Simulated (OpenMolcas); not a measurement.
**Tc⁴⁺ complex: multiconfigurational calculation**

- system: Tc⁴⁺ with 6 ligands (Cl; octahedron, 2.313 Å), embedded in Cs2ZrCl6 by model potentials and point charges, whose field is part of the energies.
- method: state-averaged SS-CASPT2, IPEA shift 0.25, imaginary shift 0.1 hartree, closed shells 4s 4p of the metal and the valence shells of the ligands correlated, active space 3 electrons in the shell 4d, basis ANO-RCC-VDZP on the metal and ANO-RCC-VDZP on the ligands, DKH2 scalar Hamiltonian, spin-orbit coupling by RASSI with atomic mean-field integrals (OpenMolcas)

**Input file**
```
&GATEWAY
Basis set
Tc.ANO-RCC-VDZP.
Tc1 0.0 0.0 0.0 Angstrom
End of basis
Basis set
Cl.ANO-RCC-VDZP.
L1 2.313000 0.000000 0.000000 Angstrom
L2 0.000000 2.313000 0.000000 Angstrom
L3 0.000000 0.000000 2.313000 Angstrom
End of basis
Basis set
Cs.EMB-AIMP.Seijo.0s.0s.ECP.Cs2ZrCl6.
PseudoCharge
* 4 symmetry-unique lattice sites within 7.6 angstrom
End of basis
Basis set
Cl.EMB-AIMP.Seijo.0s.0s.ECP.Cs2ZrCl6.
PseudoCharge
* 12 symmetry-unique lattice sites within 7.6 angstrom
End of basis
Basis set
Zr.EMB-AIMP.Seijo.0s.0s.ECP.Cs2ZrCl6.
PseudoCharge
* 6 symmetry-unique lattice sites within 7.6 angstrom
End of basis
Symmetry
XYZ
AngMom=0.0 0.0 0.0
AMFI
RICD
XField
1385 Angstrom 0
* Evjen-weighted lattice charges
&SEWARD
&RASSCF
FileOrb=start.orb
Symmetry=1
Spin=4
nActEl=3 0 0
Inactive=36 36
Ras2=5 0
CIRoot=10 10 1
SDav=10
CIMx=300
Iter=150 100
PrWF=0.3
OrbListing=Nothing
MaxOrb=0
LevShft=1.0
>>> COPY $Project.JobIph JOB001
&RASSCF
FileOrb=start.orb
Symmetry=1
Spin=2
nActEl=3 0 0
Inactive=36 36
Ras2=5 0
CIRoot=40 40 1
SDav=40
CIMx=300
Iter=150 100
PrWF=0.3
OrbListing=Nothing
MaxOrb=0
LevShft=1.0
>>> COPY $Project.JobIph JOB002
&RASSI
NrOfJobIphs=2 10 40
1 2 3 4 5 6 7 8 9 10
1 2 3 4 5 6 7 8 9 10 11 12 13 14 15 16 17 18 19 20 21 22 23 24 25 26 27
28 29 30 31 32 33 34 35 36 37 38 39 40
IphNames
JOB001
JOB002
EJob
SpinOrbit
DIPRint=1.0
SOCoupling=1000.0
Subsets=2
Property=9
'ANGMOM' 1 'ANGMOM' 2 'ANGMOM' 3 'MLTPL  1' 1 'MLTPL  1' 2 'MLTPL  1' 3
'AMFI' 1 'AMFI' 2 'AMFI' 3
SOProperty=3
'ANGMOM' 1 'ANGMOM' 2 'ANGMOM' 3
>>> COPY JOB001 $Project.JobIph
&CASPT2
Multistate=10 1 2 3 4 5 6 7 8 9 10
NoMult
Frozen=23 21
IPEA=0.25
Imaginary=0.1
MaxIter=60
WThr=0.0 0.3 0.05
PrWF=0.5
NoMix
>>> COPY JOB002 $Project.JobIph
&CASPT2
Multistate=40 1 2 3 4 5 6 7 8 9 10 11 12 13 14 15 16 17 18 19 20 21 22
23 24 25 26 27 28 29 30 31 32 33 34 35 36 37 38 39 40
NoMult
Frozen=23 21
IPEA=0.25
Imaginary=0.1
MaxIter=60
WThr=0.0 0.3 0.05
PrWF=0.5
NoMix
```

The file start.orb holds starting orbitals from an earlier step. A driver script formed the levels outside the program, from RASSI's spin-orbit matrix and the CASPT2 energies (for multi-state variants, the effective Hamiltonian), averaged over the components of each term or state. The log and the time are those of the CASPT2 step.

Launched with:
```bash
OMP_NUM_THREADS=1 MOLCAS_MEM=2457 MOLCAS_PROJECT=a pymolcas a.inp > a.log  # once for each step of the input, in one work folder
```

**Output (extracts)**
```
--- CASPT2 ---
Orbital specifications:
      -----------------------

      Symmetry species                           1   2
                                                ag  au
      Frozen orbitals                           23  21
      Inactive orbitals                         13  15
      Active orbitals                            5   0
      Secondary orbitals                        34  40
      Deleted orbitals                           0   0
      Number of basis functions                 75  76
Type of calculation                        SS-CASPT2
      Fock operator                              state-specific
      IPEA shift                                 0.25
      Real shift                                 0.00
      Imaginary shift                            0.10
      The input orbitals will be transformed to quasi-canonical
Reference energy:       -7048.3593552916
      E2 (Non-variational):      -1.3519951336
      Shift correction:          -0.0026317603
      E2 (Variational):          -1.3546268940
      Total energy:           -7049.7139821856
      Residual norm:              0.0000002754
      Reference weight:           0.64685
      Contributions to the CASPT2 correlation energy
      Active & Virtual Only:         -0.0130265740
      One Inactive Excited:          -0.1880221185
      Two Inactive Excited:          -1.1509464411
Reference energy:       -7048.2283879182
      E2 (Non-variational):      -1.3380539991
      Shift correction:          -0.0026147244
      E2 (Variational):          -1.3406687235
      Total energy:           -7049.5690566417
      Residual norm:              0.0000001973
      Reference weight:           0.64834
      Contributions to the CASPT2 correlation energy
      Active & Virtual Only:         -0.0117987214
      One Inactive Excited:          -0.1880951596
      Two Inactive Excited:          -1.1381601181
::    CASPT2 Root  1     Total energy:  -7049.71398219
::    CASPT2 Root  2     Total energy:  -7049.56905664
::    CASPT2 Root  3     Total energy:  -7049.56913161
::    CASPT2 Root  4     Total energy:  -7049.56923124
::    CASPT2 Root  5     Total energy:  -7049.54626074
::    CASPT2 Root  6     Total energy:  -7049.54688174
::    CASPT2 Root  7     Total energy:  -7049.54687410
::    CASPT2 Root  8     Total energy:  -7049.41740662
::    CASPT2 Root  9     Total energy:  -7049.41740767
::    CASPT2 Root 10     Total energy:  -7049.41759704
--- CASPT2 ---
Orbital specifications:
      -----------------------

      Symmetry species                           1   2
                                                ag  au
      Frozen orbitals                           23  21
      Inactive orbitals                         13  15
      Active orbitals                            5   0
      Secondary orbitals                        34  40
      Deleted orbitals                           0   0
      Number of basis functions                 75  76
Type of calculation                        SS-CASPT2
      Fock operator                              state-specific
      IPEA shift                                 0.25
      Real shift                                 0.00
      Imaginary shift                            0.10
      The input orbitals will be transformed to quasi-canonical
Reference energy:       -7048.2992313612
      E2 (Non-variational):      -1.3712632730
      Shift correction:          -0.0026974054
      E2 (Variational):          -1.3739606784
      Total energy:           -7049.6731920395
      Residual norm:              0.0000002120
      Reference weight:           0.64234
      Contributions to the CASPT2 correlation energy
      Active & Virtual Only:         -0.0162958234
      One Inactive Excited:          -0.1939205009
      Two Inactive Excited:          -1.1610469487
Reference energy:       -7048.2992313611
      E2 (Non-variational):      -1.3707268276
      Shift correction:          -0.0026988168
      E2 (Variational):          -1.3734256444
      Total energy:           -7049.6726570055
      Residual norm:              0.0000001920
      Reference weight:           0.64245
      Contributions to the CASPT2 correlation energy
      Active & Virtual Only:         -0.0163056639
      One Inactive Excited:          -0.1933753917
      Two Inactive Excited:          -1.1610457720
::    CASPT2 Root  1     Total energy:  -7049.67319204
::    CASPT2 Root  2     Total energy:  -7049.67265701
::    CASPT2 Root  3     Total energy:  -7049.67286852
::    CASPT2 Root  4     Total energy:  -7049.67295846
::    CASPT2 Root  5     Total energy:  -7049.67288617
::    CASPT2 Root  6     Total energy:  -7049.64437256
::    CASPT2 Root  7     Total energy:  -7049.64488504
::    CASPT2 Root  8     Total energy:  -7049.64487165
::    CASPT2 Root  9     Total energy:  -7049.54474847
::    CASPT2 Root 10     Total energy:  -7049.54025610
::    CASPT2 Root 11     Total energy:  -7049.54036956
::    CASPT2 Root 12     Total energy:  -7049.54037610
::    CASPT2 Root 13     Total energy:  -7049.53566215
::    CASPT2 Root 14     Total energy:  -7049.53631615
::    CASPT2 Root 15     Total energy:  -7049.53665452
::    CASPT2 Root 16     Total energy:  -7049.53117090
::    CASPT2 Root 17     Total energy:  -7049.53187679
::    CASPT2 Root 18     Total energy:  -7049.52365859
::    CASPT2 Root 19     Total energy:  -7049.52362828
::    CASPT2 Root 20     Total energy:  -7049.52365838
::    CASPT2 Root 21     Total energy:  -7049.50899629
::    CASPT2 Root 22     Total energy:  -7049.50907287
::    CASPT2 Root 23     Total energy:  -7049.50871294
::    CASPT2 Root 24     Total energy:  -7049.50499702
::    CASPT2 Root 25     Total energy:  -7049.46906759
::    CASPT2 Root 26     Total energy:  -7049.46908951
::    CASPT2 Root 27     Total energy:  -7049.39700961
::    CASPT2 Root 28     Total energy:  -7049.39719166
::    CASPT2 Root 29     Total energy:  -7049.39721988
::    CASPT2 Root 30     Total energy:  -7049.39430785
```

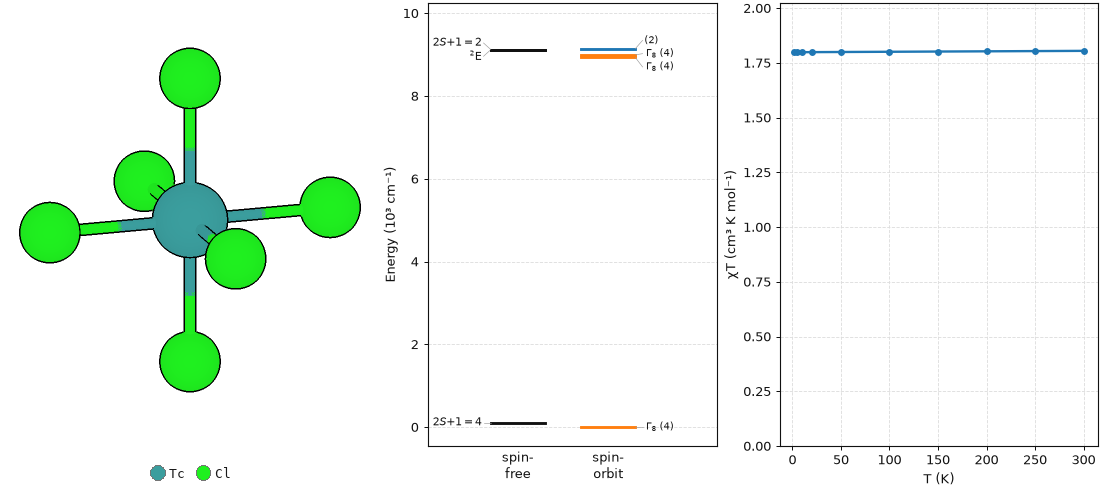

Fig. 1: Tc⁴⁺ (4d³) as a dopant in Cs₂ZrCl₆, a cluster with its 6 nearest Cl⁻ at 2.313 Å (octahedron) embedded in model potentials and point charges; the geometry was set, not optimised, and its levels and susceptibility. Labels give the representation in O, Td, D4 or D3 as the site allows (double group for half-integer spin) where it could be assigned and, in brackets, the degeneracy; spin-free states, where drawn, share the zero of the spin-orbit levels. Powder susceptibility by Van Vleck's formula. The ground level is Γ₈, 4-fold degenerate, 100 % from states of spin multiplicity 4. The next level lies at 8,930 cm⁻¹ (Γ₈). χT is 1.80 cm³ K mol⁻¹ at 2 K and 1.80 at 300 K, an effective moment of 3.80 μB.

**Results in brief**

```tsv
quantity	value
outcome	converged; degenerate states are split by up to 218 cm⁻¹
energy of the lowest spin-free term	−7049.71398 hartree
energy of the lowest spin-orbit level	−7049.71447 hartree
CASPT2 correlation energy	−1.3546 hartree
largest spread among components of a term	217.8 cm⁻¹
lowest reference weight	0.635
hardware	1 thread of Arm Neoverse V1, 24 GiB of memory available, shared host
wall time	2.2 min
peak memory	0.38 GiB
```

**Remarks**

The components of ² (unassigned), which symmetry makes degenerate, are split by 218 cm⁻¹ in CASPT2, and those of 5 more by over 50 cm⁻¹. This is an artefact; the levels of such states rest on averages and are uncertain by about as much. Caveats: covalent bonds, ligand orbitals missing from the active space; the geometry is set by hand, with no relaxation.
